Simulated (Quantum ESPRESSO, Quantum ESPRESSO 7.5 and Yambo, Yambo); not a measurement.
## BAs (F-43m): G0W0 with Yambo, start to end

How does a plane-wave GW calculation on BAs (F-43m) run from the first input to the gap?

Program: Quantum ESPRESSO 7.5 and Yambo 5.3.0. Level of theory: PBE and many-body steps on it, plane waves. Results are calculated unless marked as measured.

**What was measured.**

- Gap 2.02 eV: indirect gap from square root of absorption coefficient, average of three samples; transmission and reflection spectroscopy; 300 K; bulk crystal (CVT-grown platelets about 10 um thick) (“Optical properties of cubic boron arsenide”, 2019, arxiv:1911.04914).

- Gap 4.12 eV: direct gap from square of absorption coefficient, average of two samples; spectroscopic ellipsometry; 300 K; bulk crystal (CVT-grown opaque bulk crystals) (“Optical properties of cubic boron arsenide”, 2019, arxiv:1911.04914).

- Gap 1.82 eV: indirect optical gap from absorption edge; UV-visible absorption; 300 K; bulk crystal (single crystal grown by chemical vapor transport) (“Basic Physical Properties of Cubic Boron Arsenide”, 2019, arxiv:1911.11281).

**1. Starting point**

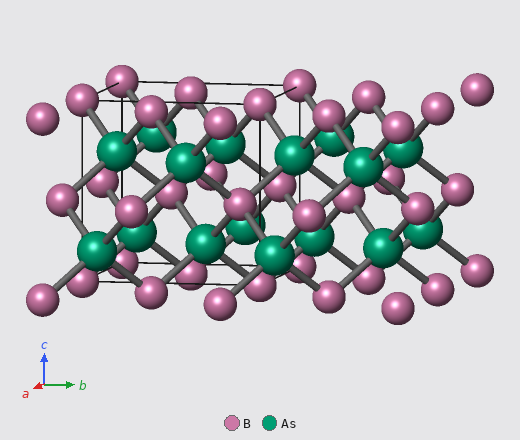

The cell as given, slightly off an axis (boron pink, arsenic teal). 2×2×1 cells are drawn. This picture shows the conventional cell, with its axes. Bonds to atoms that aren't drawn are left out. Some periodic images of atoms are drawn too.

The cell and positions come from the Crystallography Open Database and are kept as given unless a step says otherwise.

**2. Ground state**

This step: Quantum ESPRESSO 7.5; DFT, PBE, plane waves, norm-conserving pseudopotentials.

The ground-state density comes first.

pw.in

```
&control
  calculation = 'scf'
  prefix = 'x'
  outdir = 'o'
  pseudo_dir = 'pseudo'
/
&system
  ibrav = 0
  nat = 2
  ntyp = 2
  ecutwfc = 100.0
  nbnd = 18
  force_symmorphic = .true.
/
&electrons
  conv_thr = 1e-10
  electron_maxstep = 80
  mixing_beta = 0.5
/
ATOMIC_SPECIES
  B 10.81 B.upf
  As 74.922 As.upf
CELL_PARAMETERS angstrom
  -0.0000000000 2.3885000000 2.3885000000
  2.3885000000 -0.0000000000 2.3885000000
  2.3885000000 2.3885000000 -0.0000000000
ATOMIC_POSITIONS crystal
  B 0.0000000000 0.0000000000 0.0000000000
  As 0.2500000000 0.2500000000 0.2500000000
K_POINTS automatic
  8 8 8 0 0 0
```

On the command line:

```console
> OMP_NUM_THREADS=1 mpirun -n 4 pw.x -nk 4 -in pw.in > pw.out
```

The log of the run:

```text
Program PWSCF v.7.5 starts

     This program is part of the open-source Quantum ESPRESSO suite
     for quantum simulation of materials; please cite
         "P. Giannozzi et al., J. Phys.:Condens. Matter 21 395502 (2009);
         "P. Giannozzi et al., J. Phys.:Condens. Matter 29 465901 (2017);
         "P. Giannozzi et al., J. Chem. Phys. 152 154105 (2020);
     in publications or presentations arising from this work. More details at
     Message from routine setup:
     using ibrav=0 with symmetry is DISCOURAGED, use correct ibrav instead

     G-vector sticks info

     bravais-lattice index     =            0
     lattice parameter (alat)  =       6.3832  a.u.
     unit-cell volume          =     183.9087 (a.u.)^3
     number of atoms/cell      =            2
     number of atomic types    =            2
     number of electrons       =        26.00
     number of Kohn-Sham states=           18
     kinetic-energy cutoff     =     100.0000  Ry
     charge density cutoff     =     400.0000  Ry
     scf convergence threshold =      1.0E-10
     mixing beta               =       0.5000
     number of iterations used =            8  plain     mixing
     Exchange-correlation= PBE
                           (   1   4   3   4   0   0   0)

     celldm(1)=   6.383210  celldm(2)=   0.000000  celldm(3)=   0.000000
     celldm(4)=   0.000000  celldm(5)=   0.000000  celldm(6)=   0.000000

     crystal axes: (cart. coord. in units of alat)
               a(1) = (  -0.000000   0.707107   0.707107 )
               a(2) = (   0.707107  -0.000000   0.707107 )
               a(3) = (   0.707107   0.707107  -0.000000 )

     reciprocal axes: (cart. coord. in units 2 pi/alat)
               b(1) = ( -0.707107  0.707107  0.707107 )
               b(2) = (  0.707107 -0.707107  0.707107 )
               b(3) = (  0.707107  0.707107 -0.707107 )
     Pseudo is Norm-conserving + core correction, Zval =  3.0
     Generated using ONCVPSP code by D. R. Hamann
     Using radial grid of 1534 points,  4 beta functions with:
     Pseudo is Norm-conserving + core correction, Zval = 23.0
     Generated using ONCVPSP code by D. R. Hamann
     Using radial grid of 1358 points,  6 beta functions with:
     B                 3.00    10.81000     B ( 1.00)
     As               23.00    74.92200     As( 1.00)

     24 Sym. Ops. (no inversion) found

   Cartesian axes

     site n.     atom                  positions (alat units)
         1        B      tau(   1) = (   0.0000000   0.0000000   0.0000000  )
         2        As     tau(   2) = (   0.3535534   0.3535534   0.3535534  )

     number of k points=    29
                       cart. coord. in units 2pi/alat
        k(    1) = (   0.0000000   0.0000000   0.0000000), wk =   0.0039062
        k(    2) = (   0.0883883   0.0883883  -0.0883883), wk =   0.0312500
        k(    3) = (   0.1767767   0.1767767  -0.1767767), wk =   0.0312500
        k(    4) = (   0.2651650   0.2651650  -0.2651650), wk =   0.0312500
        k(    5) = (  -0.3535534  -0.3535534   0.3535534), wk =   0.0156250
        k(    6) = (   0.1767767   0.0000000   0.0000000), wk =   0.0234375
        k(    7) = (   0.2651650   0.0883883  -0.0883883), wk =   0.0937500
        k(    8) = (   0.3535534   0.1767767  -0.1767767), wk =   0.0937500
        k(    9) = (  -0.2651650  -0.4419417   0.4419417), wk =   0.0937500
        k(   10) = (  -0.1767767  -0.3535534   0.3535534), wk =   0.0937500
     [... 17 further rows ...]
        k(   28) = (  -0.7071068   0.1767767  -0.0000000), wk =   0.0468750
        k(   29) = (  -0.7071068   0.3535534   0.0000000), wk =   0.0234375

     Dense  grid:    24933 G-vectors     FFT dimensions: (  45,  45,  45)

     Initial potential from superposition of free atoms

     starting charge      25.9995, renormalised to      26.0000
     Starting wfcs are   17 randomized atomic wfcs +    1 random wfcs

     per-process dynamical memory:    28.0 Mb

     Self-consistent Calculation

     iteration #  1     ecut=   100.00 Ry     beta= 0.50

     Threshold (ethr) on eigenvalues was too large:
     Diagonalizing with lowered threshold

     total energy              =    -616.36632469 Ry
     estimated scf accuracy    <       0.15484101 Ry

     iteration #  2     ecut=   100.00 Ry     beta= 0.50

     total energy              =    -616.39434790 Ry
     estimated scf accuracy    <       0.01138268 Ry

     iteration #  3     ecut=   100.00 Ry     beta= 0.50

     total energy              =    -616.39524841 Ry
     estimated scf accuracy    <       0.00166439 Ry

     iteration #  4     ecut=   100.00 Ry     beta= 0.50

     total energy              =    -616.39531919 Ry
     estimated scf accuracy    <       0.00003906 Ry

     iteration #  5     ecut=   100.00 Ry     beta= 0.50

     total energy              =    -616.39532577 Ry
     estimated scf accuracy    <       0.00000277 Ry

     iteration #  6     ecut=   100.00 Ry     beta= 0.50

     total energy              =    -616.39532626 Ry
     estimated scf accuracy    <       0.00000018 Ry

     iteration #  7     ecut=   100.00 Ry     beta= 0.50

     total energy              =    -616.39532630 Ry
     estimated scf accuracy    <       0.00000002 Ry

     iteration #  8     ecut=   100.00 Ry     beta= 0.50

     total energy              =    -616.39532631 Ry
     estimated scf accuracy    <          2.4E-09 Ry

     iteration #  9     ecut=   100.00 Ry     beta= 0.50

     total energy              =    -616.39532631 Ry
     estimated scf accuracy    <          5.6E-10 Ry

     iteration # 10     ecut=   100.00 Ry     beta= 0.50

     End of self-consistent calculation

          k = 0.0000 0.0000 0.0000 (  3119 PWs)   bands (ev):

  -173.2771-116.6590-116.6590-116.6590 -23.6917 -23.6917 -23.6917 -23.6721
   -23.6721  -3.2329  12.1652  12.1652  12.1652  15.4540  15.4540  15.4540
    16.8509  21.7655

          k = 0.0884 0.0884-0.0884 (  3092 PWs)   bands (ev):

  -173.2771-116.6590-116.6590-116.6590 -23.6913 -23.6906 -23.6906 -23.6720
   -23.6720  -2.9769  10.2039  11.7279  11.7279  15.5689  16.0312  16.0312
    18.1294  22.7110

          k = 0.1768 0.1768-0.1768 (  3104 PWs)   bands (ev):

  -173.2771-116.6590-116.6590-116.6590 -23.6901 -23.6883 -23.6883 -23.6713
   -23.6713  -2.2319   7.2340  11.0180  11.0180  15.2404  16.8332  16.8332
    20.0766  23.4880

          k = 0.2652 0.2652-0.2652 (  3097 PWs)   bands (ev):

     [... further k-points ...]

     highest occupied, lowest unoccupied level (ev):    12.1652   13.3722

!    total energy              =    -616.39532631 Ry
     estimated scf accuracy    <          1.7E-11 Ry

     The total energy is the sum of the following terms:
     one-electron contribution =    -522.16253670 Ry
     hartree contribution      =     249.08349149 Ry
     xc contribution           =     -57.81061323 Ry
     ewald contribution        =    -285.50566787 Ry

     convergence has been achieved in  10 iterations

     XML data file, charge density, pseudopotentials, collected wavefunctions

=------------------------------------------------------------------------------=
   JOB DONE.
=------------------------------------------------------------------------------=
```

Wall time 11 s (4 MPI ranks of Arm Neoverse V1, shared host); peak memory 0.25 GiB; 42 s of CPU time.

This step gave:

```
total energy               : -8386.4857 eV
gap                        : 1.207 eV
k of the valence top       : 0, 0, 0
k of the conduction bottom : 0, 0.375, 0.375
least direct gap           : 3.289 eV
```

The gap is indirect, with the least direct gap 2.08 eV higher.

**3. Bands along the symmetry lines**

Levels along a band path, at the cheap level, show where the edges lie and whether the meshes to come will hold them.

pw.in

```
&control
  calculation = 'bands'
  prefix = 'x'
  outdir = 'o'
  pseudo_dir = 'pseudo'
/
&system
  ibrav = 0
  nat = 2
  ntyp = 2
  ecutwfc = 100.0
  nbnd = 19
  force_symmorphic = .true.
/
&electrons
  conv_thr = 1e-9
  electron_maxstep = 80
  diago_full_acc = .true.
  diago_thr_init = 5e-6
/
ATOMIC_SPECIES
  B 10.81 B.upf
  As 74.922 As.upf
CELL_PARAMETERS angstrom
  -0.0000000000 2.3885000000 2.3885000000
  2.3885000000 -0.0000000000 2.3885000000
  2.3885000000 2.3885000000 -0.0000000000
ATOMIC_POSITIONS crystal
  B 0.0000000000 0.0000000000 0.0000000000
  As 0.2500000000 0.2500000000 0.2500000000
K_POINTS crystal
  50
  0.00000000 0.00000000 0.00000000 1
  -0.06250000 -0.06250000 0.00000000 1
  -0.12500000 -0.12500000 0.00000000 1
  -0.18750000 -0.18750000 0.00000000 1
  -0.25000000 -0.25000000 0.00000000 1
  -0.31250000 -0.31250000 0.00000000 1
  -0.37500000 -0.37500000 0.00000000 1
  -0.43750000 -0.43750000 0.00000000 1
  -0.50000000 -0.50000000 0.00000000 1
  -0.48437500 -0.48437500 0.03125000 1
  -0.46875000 -0.46875000 0.06250000 1
  -0.45312500 -0.45312500 0.09375000 1
  -0.43750000 -0.43750000 0.12500000 1
  -0.42187500 -0.42187500 0.15625000 1
  -0.40625000 -0.40625000 0.18750000 1
  -0.39062500 -0.39062500 0.21875000 1
  -0.37500000 -0.37500000 0.25000000 1
  -0.37500000 0.00000000 0.37500000 1
  -0.32812500 0.00000000 0.32812500 1
  -0.28125000 0.00000000 0.28125000 1
  -0.23437500 0.00000000 0.23437500 1
  -0.18750000 0.00000000 0.18750000 1
  -0.14062500 0.00000000 0.14062500 1
  -0.09375000 0.00000000 0.09375000 1
  -0.04687500 0.00000000 0.04687500 1
  0.00000000 0.00000000 0.00000000 1
  0.00000000 0.00000000 0.06250000 1
  0.00000000 0.00000000 0.12500000 1
  0.00000000 0.00000000 0.18750000 1
  0.00000000 0.00000000 0.25000000 1
  0.00000000 0.00000000 0.31250000 1
  0.00000000 0.00000000 0.37500000 1
  0.00000000 0.00000000 0.43750000 1
  -0.00000000 -0.00000000 0.50000000 1
  -0.06250000 -0.03125000 0.46875000 1
  -0.12500000 -0.06250000 0.43750000 1
  -0.18750000 -0.09375000 0.40625000 1
  -0.25000000 -0.12500000 0.37500000 1
  -0.31250000 -0.15625000 0.34375000 1
  -0.37500000 -0.18750000 0.31250000 1
  -0.43750000 -0.21875000 0.28125000 1
  -0.50000000 -0.25000000 0.25000000 1
  -0.50000000 -0.28125000 0.21875000 1
  -0.50000000 -0.31250000 0.18750000 1
  -0.50000000 -0.34375000 0.15625000 1
  -0.50000000 -0.37500000 0.12500000 1
  -0.50000000 -0.40625000 0.09375000 1
  -0.50000000 -0.43750000 0.06250000 1
  -0.50000000 -0.46875000 0.03125000 1
  -0.50000000 -0.50000000 0.00000000 1
```

The log of the run:

```text
[banner, memory and clock lines left out]
Program PWSCF v.7.5 starts

     Atomic positions and unit cell read from directory:
     o/x.save/

     Message from routine setup:
     using ibrav=0 with symmetry is DISCOURAGED, use correct ibrav instead

     G-vector sticks info

     bravais-lattice index     =            0
     lattice parameter (alat)  =       6.3832  a.u.
     unit-cell volume          =     183.9087 (a.u.)^3
     number of atoms/cell      =            2
     number of atomic types    =            2
     number of electrons       =        26.00
     number of Kohn-Sham states=           19
     kinetic-energy cutoff     =     100.0000  Ry
     charge density cutoff     =     400.0000  Ry
     Exchange-correlation= PBE
                           (   1   4   3   4   0   0   0)

     celldm(1)=   6.383210  celldm(2)=   0.000000  celldm(3)=   0.000000
     celldm(4)=   0.000000  celldm(5)=   0.000000  celldm(6)=   0.000000

     crystal axes: (cart. coord. in units of alat)
               a(1) = (  -0.000000   0.707107   0.707107 )
               a(2) = (   0.707107  -0.000000   0.707107 )
               a(3) = (   0.707107   0.707107  -0.000000 )

     reciprocal axes: (cart. coord. in units 2 pi/alat)
               b(1) = ( -0.707107  0.707107  0.707107 )
               b(2) = (  0.707107 -0.707107  0.707107 )
               b(3) = (  0.707107  0.707107 -0.707107 )
     Pseudo is Norm-conserving + core correction, Zval =  3.0
     Generated using ONCVPSP code by D. R. Hamann
     Using radial grid of 1534 points,  4 beta functions with:
     Pseudo is Norm-conserving + core correction, Zval = 23.0
     Generated using ONCVPSP code by D. R. Hamann
     Using radial grid of 1358 points,  6 beta functions with:
     B                 3.00    10.81000     B ( 1.00)
     As               23.00    74.92200     As( 1.00)

     24 Sym. Ops. (no inversion) found

   Cartesian axes

     site n.     atom                  positions (alat units)
         1        B      tau(   1) = (   0.0000000   0.0000000   0.0000000  )
         2        As     tau(   2) = (   0.3535534   0.3535534   0.3535534  )

     number of k points=    50
                       cart. coord. in units 2pi/alat
        k(    1) = (   0.0000000   0.0000000   0.0000000), wk =   0.0400000
        k(    2) = (   0.0000000   0.0000000  -0.0883883), wk =   0.0400000
        k(    3) = (   0.0000000   0.0000000  -0.1767767), wk =   0.0400000
[...]
[... 38 further rows ...]
        k(   49) = (   0.0441942  -0.0000000  -0.7071068), wk =   0.0400000
        k(   50) = (   0.0000000   0.0000000  -0.7071068), wk =   0.0400000

     Dense  grid:    24933 G-vectors     FFT dimensions: (  45,  45,  45)

     The potential is recalculated from file :
     o/x.save/charge-density

     Starting wfcs are   17 randomized atomic wfcs +    2 random wfcs

     Band Structure Calculation

     End of band structure calculation

          k = 0.0000 0.0000 0.0000 (  3119 PWs)   bands (ev):

  -173.2770-116.6589-116.6589-116.6589 -23.6917 -23.6917 -23.6917 -23.6720
   -23.6720  -3.2329  12.1652  12.1652  12.1652  15.4540  15.4540  15.4540
    16.8509  21.7656  25.3322

          k = 0.0000 0.0000-0.0884 (  3115 PWs)   bands (ev):

  -173.2770-116.6589-116.6589-116.6589 -23.6919 -23.6911 -23.6911 -23.6722
   -23.6718  -3.1471  11.7377  11.7838  11.7838  15.2182  15.9295  15.9295
    17.2349  22.1194  23.9086

          k = 0.0000 0.0000-0.1768 (  3107 PWs)   bands (ev):

  -173.2770-116.6589-116.6589-116.6589 -23.6925 -23.6894 -23.6894 -23.6728
   -23.6711  -2.8912  10.7175  11.0060  11.0060  14.7555  16.9850  16.9850
    17.8021  22.3845  23.0796

          k =-0.0000 0.0000-0.2652 (  3122 PWs)   bands (ev):

[...]
k = 0.0000 0.0000-0.3536 (  3122 PWs)   bands (ev):

[...]
k = 0.0000-0.0000-0.4419 (  3090 PWs)   bands (ev):

[...]
k =-0.0000 0.0000-0.5303 (  3090 PWs)   bands (ev):

[...]
k = 0.0000-0.0000-0.6187 (  3102 PWs)   bands (ev):

[...]
k = 0.5303-0.0000-0.5303 (  3108 PWs)   bands (ev):

[...]
k = 0.0000 0.0000 0.0000 (  3119 PWs)   bands (ev):

[...]
k = 0.1326 0.0000-0.7071 (  3126 PWs)   bands (ev):

[...]
k = 0.0884-0.0000-0.7071 (  3106 PWs)   bands (ev):

[...]
k = 0.0442-0.0000-0.7071 (  3104 PWs)   bands (ev):

  -173.2770-116.6590-116.6589-116.6589 -23.6966 -23.6779 -23.6760 -23.6758
   -23.6661   0.9521   3.6654   8.0299   8.0376  13.7217  13.7363  23.4411
    23.4928  24.9847  29.1559

          k = 0.0000 0.0000-0.7071 (  3138 PWs)   bands (ev):

  -173.2770-116.6590-116.6590-116.6590 -23.6968 -23.6780 -23.6759 -23.6759
   -23.6660   0.9463   3.6514   8.0912   8.0912  13.6158  13.6240  23.5578
    23.5578  25.0446  29.4487

     XML data file, pseudopotentials, collected wavefunctions
```

The job ended after 4.2 s (4 MPI ranks; peak memory 0.22 GiB; 16 s of CPU time).

Numbers from this step:

* gap: 1.207 eV
* k of the valence top: 0, 0, 0
* k of the conduction bottom: -0.375, -0.375, 0
* least direct gap: 3.289 eV

The gap is 1.207 eV, as in the run before at this level.

Electronic bands along the path, in eV, zero at the top of the highest filled band:

```csv
point,band 10,band 11,band 12,band 13,band 14,band 15,band 16,band 17
Γ,-15.40,0.00,0.00,0.00,3.29,3.29,3.29,4.69
X,-11.22,-8.51,-4.07,-4.07,1.45,1.46,11.39,11.39
U,-11.26,-8.13,-5.94,-3.48,2.06,5.56,9.24,9.78
jump to K,-11.26,-8.13,-5.94,-3.48,2.06,5.56,9.24,9.78
Γ,-15.40,0.00,0.00,0.00,3.29,3.29,3.29,4.69
L,-12.53,-8.77,-1.82,-1.82,2.70,4.80,4.80,8.90
W,-11.06,-8.05,-5.48,-5.19,5.27,5.95,6.83,7.06
X,-11.22,-8.51,-4.07,-4.07,1.45,1.46,11.39,11.39
```

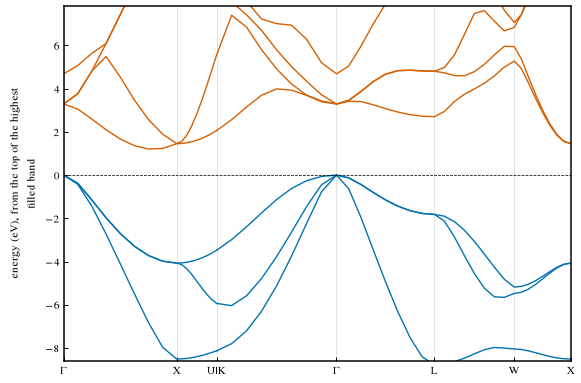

Electronic bands along the path; lines of filled and empty bands in two colours.

(Part 1 of 3 ends here.)

[Paths, hosts, dates, memory and timing lines, banners, echoed tables and standing remarks are left out of the program output.]

[Logs are printed without paths, hosts, clocks, repeated set-up lines and the standing remarks that a program may print on its own settings, such as how far it seeks lower states.]

[Runs of the session that timed out or met a known fault of the program may be left out.]

[Hosts, paths, dates, database ids (printed as entryN), source tags and the programs' standing remarks are cut or masked in the printed files.]
